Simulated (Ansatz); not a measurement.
# Computed energy over volume and axial ratio: CuAu (CuAu type, space group P4/mmm)

CuAu (CuAu type, space group P4/mmm)

```xyz
2
Lattice="2.8815 0.0000 0.0000 0.0000 2.8815 0.0000 0.0000 0.0000 3.6148" Properties=species:S:1:pos:R:3 pbc="T T T"
Cu     1.4408     1.4408     1.8074
Au     0.0000     0.0000     0.0000
```

Grid over V/V₀ and (c/a)/(c/a)₀, subscript 0 meaning the relaxed cell; the conventional c axis lies along z; no internal relaxation.

All values below come from PBE (plane waves to 420 eV, PAW, scalar-relativistic; Ansatz, a program for electronic structure). k mesh 16×16×13 (Γ-centred), Fermi-Dirac smearing 0.05 eV. Energies are smeared free energies. With partly filled bands, the response to shear is sensitive to the k mesh, so small differences along c/a are uncertain. CuAu is run without spin polarisation. CuAu was relaxed with its symmetry unable to fall. Spin-orbit coupling is left out, though Au is heavy. The zero of ΔE is the relaxed starting cell.

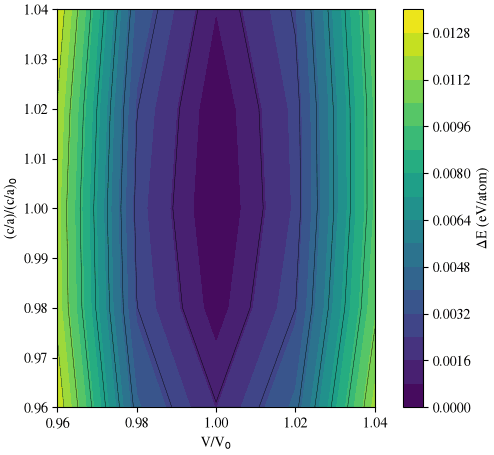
*ΔE (eV/atom) over the 5×5 grid of computed points.*

Lowest place on the grid: V/V₀ = 1.000, (c/a)/(c/a)₀ = 1.000 (0 meV/atom). Highest place on the grid: V/V₀ = 0.960, (c/a)/(c/a)₀ = 1.040 (13 meV/atom).

(Under strain, the slope of the energy per volume gives the stress and its curvature an elastic modulus.)
